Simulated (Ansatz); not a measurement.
```xyz
11

Si   -0.0802   -0.1467    0.2030
C     0.0249    0.0667    2.0601
H    -0.9734    0.0681    2.5079
H     0.6156   -0.7379    2.5064
H     0.5046    1.0226    2.2895
O     1.4533    0.0302   -0.5278
H     1.7807   -0.6064   -1.1836
O    -1.1771    1.0449   -0.3473
H    -1.2086    1.3830   -1.2556
O    -0.5657   -1.7105   -0.3225
H    -1.4668   -2.0625   -0.2619
```

The calculation used RKS B3LYP/6-31G in Ansatz.

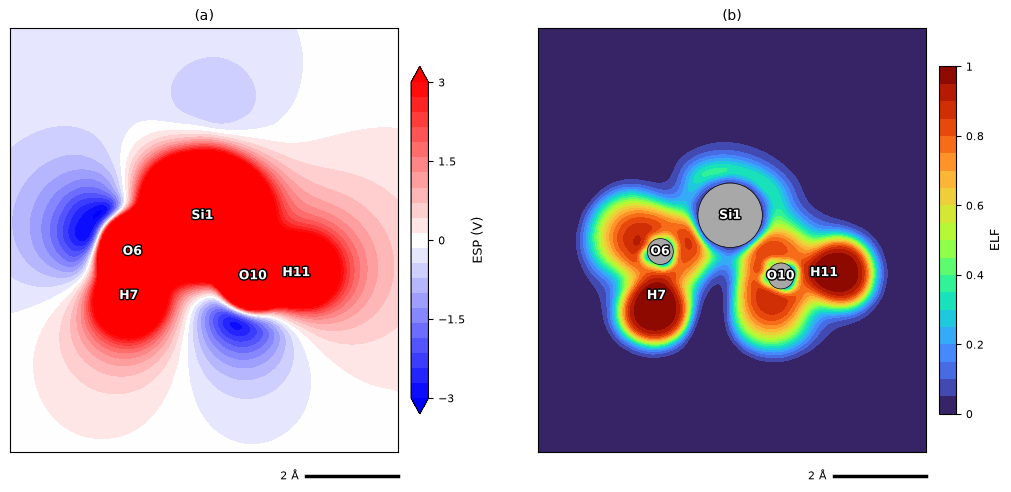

CH₆O₃Si. (a) electrostatic potential; (b) ELF on the plane of atoms O6, Si1 and O10. Grey discs cover the atomic cores in the ELF map.

Interpret the plot.

- The plane passes through Si, O and H nuclei.
- Si–O (1.71 Å): the ELF peaks at about 0.85 between the atoms: a polar covalent bond.
- O–H (0.97 Å): the ELF climbs to about 1 towards the hydrogen, as it does in any bond to H (a covalent bond by its length).
- The ELF also peaks beside O10 and O6, away from the bonds: lone-pair regions.
- Outside the dense part of the molecule the potential is most negative (−3.0 V) near O6.
